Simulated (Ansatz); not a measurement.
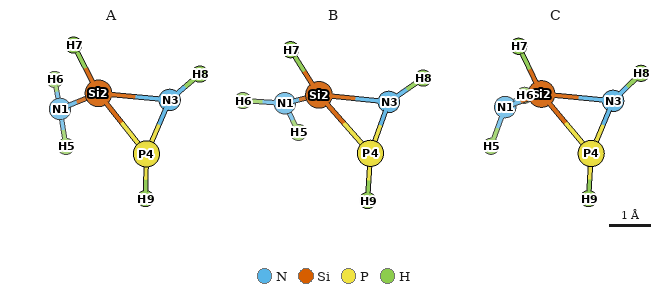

3 geometries from a converged minimum-energy path of SiPN₂H₅, shuffled. Style: ball-and-stick. Shown at a tilt.

All numbers below come from Ansatz, RKS PBE/def2-SVP. Run with 7 movable images; climbing image; force threshold 0.05 eV/Å; iteration limit 60; starting path through a guess of the saddle point.

### Which of them lies highest in energy?

C. In order along the path, whose images run from 0 to 8: B (image 0, 0.0 kJ/mol), A (image 3, +6.5 kJ/mol), C (image 5, +12.6 kJ/mol). The motion is a rotation about the N1–Si2 bond. No bond forms or breaks between the ends. Bond angles that change up to the highest image, for instance: Si2–N3–H8 138.9° → 126.2°, P4–N3–H8 122.0° → 114.6°.

The run took 3.4 min on 1 thread of Intel(R) Xeon(R) Platinum 8488C (Sapphire Rapids) (shared host), peak memory 0.14 GiB.
